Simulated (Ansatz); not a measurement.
# CH5FGeO (SMILES [CH3][GeH]([OH])[F]) at r2SCAN0/cc-pVDZ

What is the vertical ionisation energy of CH5FGeO at r2SCAN0/cc-pVDZ? 

Program for the calculation: Ansatz 0.2.0.

129 further runs of the same task are left out: 3 that didn't finish, 126 set aside as unsound or not needed. Runs told in other sessions of the task aren't counted.

### 1 Starting point

CH5FGeO: 9 atoms, total charge 0, spin state singlet. SMILES: `[CH3][GeH]([OH])[F]`. Geometry: relaxed at PBE0-D4/def2-TZVP. This is one conformer, not always the lowest.

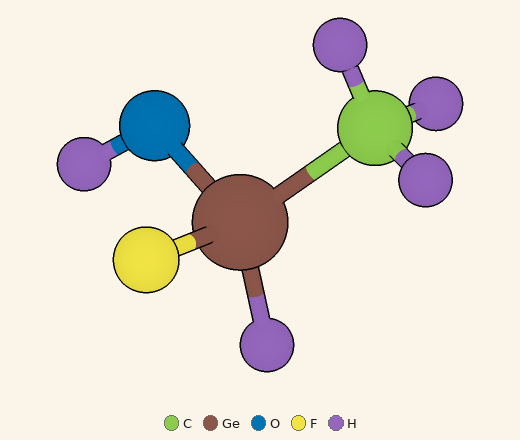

Viewed from a chosen angle; carbon green, germanium brown, oxygen blue, fluorine yellow, hydrogen purple.

### 2 A single-point energy at r2SCAN0/cc-pVDZ

input.yaml

```yaml
basis:
  gaussian: {orbitals: cc-pVDZ}
crystal:
  periodic: [false, false, false]
  atoms:
    - {symbol: C, position_ang: [-0.669000, 0.976900, -0.584200]}
    - {symbol: Ge, position_ang: [0.088300, -0.643700, 0.121500]}
    - {symbol: O, position_ang: [1.270000, -0.170700, 1.345500]}
    - {symbol: F, position_ang: [0.974400, -1.438600, -1.153800]}
    - {symbol: H, position_ang: [0.138900, 1.624900, -0.924600]}
    - {symbol: H, position_ang: [-1.237900, 1.493500, 0.189700]}
    - {symbol: H, position_ang: [-1.327100, 0.751300, -1.423500]}
    - {symbol: H, position_ang: [-0.865500, -1.725100, 0.656800]}
    - {symbol: H, position_ang: [1.716500, -0.914700, 1.755500]}
magnetization: {spin_polarized: false, initial_magnetization: 0}
hamiltonian: {xc: {name: r2SCAN0}}
accuracy: high
output: {orbitals: {seedname: orbitals}}
```

Launch:

```sh
$ ansatz run input.yaml --threads 1 --pin off --max-ram 3480MiB --events-out events.jsonl --progress --plain --runs-dir runs
```

Output:

```text
Warning: RAYON_NUM_THREADS=1 ignored (pool sized by the plan → 1); use --threads N
Functional definition: r2SCAN0
  name "r2SCAN0"
  parameter a = 0.25
  parameter k0 = 0.174
  parameter k1 = 0.065
  parameter a1 = 4.9479
  exchange = (1 - a)*r2scan_x(k0 = k0, k1 = k1, a1 = a1) + a*exact_x
  correlation = r2scan_c
2150 factors; integrals over basis functions are off by at most 4.4e-9 eV
mean field evaluation 1: about -62390.2474 eV, gradient 6.2e1 eV
mean field evaluation 2: about -62384.8032 eV, gradient 8.1e1 eV
mean field evaluation 4: about -62397.3538 eV, gradient 2.6e0 eV
mean field evaluation 8: about -62397.5277 eV, gradient 2.3e-1 eV
mean field evaluation 16: about -62397.5278 eV, gradient 2.3e-5 eV
mean field -62397.52784009 eV, -2293.0668535597 hartree, gradient 4.2e-8 eV, S^2 0.000000; 0 other end points of the search recorded, 0 dependent functions left out
reference -62397.52784071 eV, -2293.0668535826 hartree; 30, 30 occupied and 64, 64 virtual orbitals, 2150 factors
Total energy: -62397.52784071 eV, -2293.0668535826 hartree
```

Wall time 33 s (1 thread of Arm Neoverse N1, shared host); peak memory 0.41 GiB.

### 3 The doublet cation, same level

run.yaml

```yaml
crystal:
  periodic: [false, false, false]
  atoms:
    - symbol: C
      position_ang: [-0.669000, 0.976900, -0.584200]
    - symbol: Ge
      position_ang: [0.088300, -0.643700, 0.121500]
    - symbol: O
      position_ang: [1.270000, -0.170700, 1.345500]
    - symbol: F
      position_ang: [0.974400, -1.438600, -1.153800]
    - symbol: H
      position_ang: [0.138900, 1.624900, -0.924600]
    - symbol: H
      position_ang: [-1.237900, 1.493500, 0.189700]
    - symbol: H
      position_ang: [-1.327100, 0.751300, -1.423500]
    - symbol: H
      position_ang: [-0.865500, -1.725100, 0.656800]
    - symbol: H
      position_ang: [1.716500, -0.914700, 1.755500]
basis:
  gaussian:
    orbitals: cc-pVDZ
total_charge: 1
magnetization:
  spin_polarized: true
  initial_magnetization: 1
hamiltonian:
  xc: {name: r2SCAN0}
accuracy: high
output: {orbitals: {seedname: orbitals}}
```

Launch:

```sh
$ ansatz run run.yaml --threads 1 --pin off --max-ram 3480MiB --events-out events.jsonl --progress --plain --runs-dir runs
```

Output:

```text
Warning: RAYON_NUM_THREADS=1 ignored (pool sized by the plan → 1); use --threads N
[... 8 set-up lines as earlier in the session ...]
2147 factors; integrals over basis functions are off by at most 4.4e-9 eV
mean field evaluation 1: about -62370.1473 eV, gradient 6.4e1 eV
mean field evaluation 2: about -62330.3227 eV, gradient 1.2e2 eV
mean field evaluation 4: about -62384.3533 eV, gradient 2.1e1 eV
mean field evaluation 8: about -62386.1826 eV, gradient 1.1e0 eV
mean field evaluation 16: about -62386.3482 eV, gradient 2.4e-2 eV
mean field evaluation 32: about -62386.3482 eV, gradient 1.1e-5 eV
mean field -62386.34817685 eV, -2292.6560085136 hartree, gradient 7.5e-8 eV, S^2 0.765604; 4 other end points of the search recorded, 0 dependent functions left out
reference -62386.34817842 eV, -2292.6560085715 hartree; 30, 29 occupied and 64, 65 virtual orbitals, 2147 factors
Total energy: -62386.34817842 eV, -2292.6560085715 hartree
```

Run time: 1.7 min. Hardware: 1 thread of Arm Neoverse N1, shared host; peak memory 0.67 GiB.

### 4 What came out

At r2SCAN0/cc-pVDZ:

| quantity | value |
| --- | --- |
| singlet CH5FGeO: total energy | -2293.06685 Eh |
| singlet CH5FGeO: HOMO energy | -8.97 eV |
| singlet CH5FGeO: LUMO energy | 1.50 eV |
| singlet CH5FGeO: HOMO–LUMO gap | 10.47 eV |
| doublet cation: total energy | -2292.65601 Eh |
| doublet cation: HOMO energy (highest over α and β) | -15.46 eV |
| doublet cation: LUMO energy (lowest over α and β) | -13.34 eV |
| doublet cation: ⟨S²⟩ | 0.766 |
| vertical ionisation energy (to the doublet cation) | 11.180 eV |

**Reading.** Removing an electron at fixed nuclei costs 11.18 eV (1079 kJ/mol). The negative HOMO energy of the first species, 8.97 eV, lies 2.21 eV below that difference.
